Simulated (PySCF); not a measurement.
Vertical excitations of a molecule C₂H₆OSi from TDA-ωB97X/def2-SVPD run with PySCF, as energy in eV (oscillator strength): 6.60 (0.009), 7.26 (0.585), 7.63 (0.057), 7.71 (0.010), 8.20 (0.011), 8.28 (0.028), 8.32 (0.001), 8.54 (0.001), 8.69 (0.012), 8.93 (0.044). Lowest triplet (TDA): 4.27 eV. Geometry: B3LYP-D3(BJ)/def2-SVP. A frequency run showed that this geometry is not a minimum. One conformer was computed; it need not be the lowest.

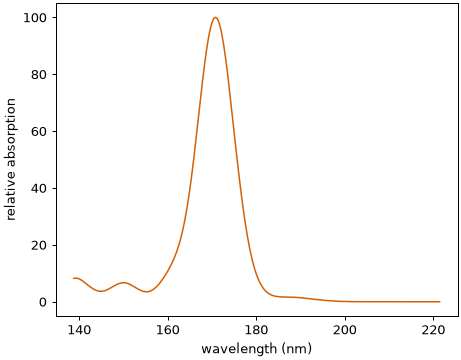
The lines broadened by 0.4 eV.

Task: Which structure fits?
A. C=CO[SiH3]
B. C1OC[SiH2]1
C. C1C[SiH2]O1
D. O=CC[SiH3]

Result: A, C=CO[SiH3]
